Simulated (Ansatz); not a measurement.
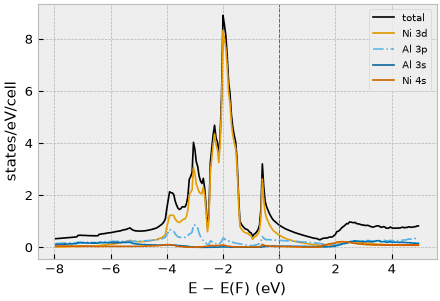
Fig. 1. Total and projected density of states of AlNi (CsCl type, Pm-3m), PBE (plane waves, PAW; program Ansatz)

Q: Which orbitals carry the states next to the Fermi level?

A: Within 0.5 eV of the Fermi level: Ni 3d 59 %, Al 3p 28 %. Projections are on Löwdin-orthogonalised atomic valence shells; empty p or d shells of many metals are not among them.

Q: Where is the tallest occupied peak in this window, and what makes it?

A: Near -2.0 eV, about 8.9 states/eV per cell; the largest projected share is Ni 3d.

The cell was relaxed with PBE under the symmetry of its start. No spin polarisation was allowed.

Potentials: the earlier of the program's two PAW sets.
